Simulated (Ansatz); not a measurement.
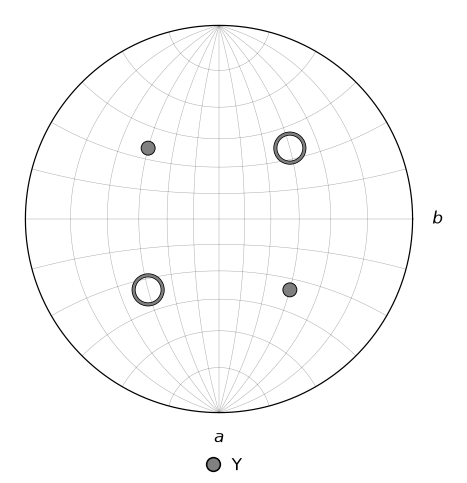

For Y₂C₅, the geometry relaxed with DFT PBE, scalar-relativistic, plane waves, PAW (Ansatz); the starting structure was generated, so it need not be a known form of this composition: directions from one carbon atom at (1/2, 0, 0) to its bonded neighbours, in stereographic projection down c (filled: above the plane of the page or in it, open: below). Geometry calculated from the standardised cell; symmetry tolerance 0.002 Å.

Neighbours are counted up to 3.25 Å for Y.

```cif
data_structure
_symmetry_space_group_name_H-M 'P 1'
_symmetry_Int_Tables_number 1
_cell_length_a 7.3874
_cell_length_b 7.3874
_cell_length_c 7.3874
_cell_angle_alpha 90.000
_cell_angle_beta 90.000
_cell_angle_gamma 90.000
_cell_volume 403.16
loop_
_atom_site_label
_atom_site_type_symbol
_atom_site_fract_x
_atom_site_fract_y
_atom_site_fract_z
_atom_site_occupancy
Y1 Y 0.25000 0.25000 0.75000 1
Y2 Y 0.00000 0.00000 0.00000 1
C1 C 0.17701 0.32299 0.32299 1
C2 C 0.32299 0.17701 0.32299 1
C3 C 0.32299 0.32299 0.17701 1
C4 C 0.17701 0.17701 0.17701 1
C5 C 0.50000 0.00000 0.00000 1
Y3 Y 0.25000 0.75000 0.25000 1
Y4 Y 0.00000 0.50000 0.50000 1
C6 C 0.17701 0.82299 0.82299 1
C7 C 0.32299 0.67701 0.82299 1
C8 C 0.32299 0.82299 0.67701 1
C9 C 0.17701 0.67701 0.67701 1
C10 C 0.50000 0.50000 0.50000 1
Y5 Y 0.75000 0.25000 0.25000 1
Y6 Y 0.50000 0.00000 0.50000 1
C11 C 0.67701 0.32299 0.82299 1
C12 C 0.82299 0.17701 0.82299 1
C13 C 0.82299 0.32299 0.67701 1
C14 C 0.67701 0.17701 0.67701 1
C15 C 0.00000 0.00000 0.50000 1
Y7 Y 0.75000 0.75000 0.75000 1
Y8 Y 0.50000 0.50000 0.00000 1
C16 C 0.67701 0.82299 0.32299 1
C17 C 0.82299 0.67701 0.32299 1
C18 C 0.82299 0.82299 0.17701 1
C19 C 0.67701 0.67701 0.17701 1
C20 C 0.00000 0.50000 0.00000 1
```

**How many neighbours are there, and at what angles?**

4: 4 Y at 3.20 Å. Angles between bonds: 109° (6×).

**What is the site's symmetry in the crystal?**

Point group -43m (Td), order 24: three −4 axes, four threefold axes, six mirror planes. In No. 216, F-43m this is Wyckoff position 4b.
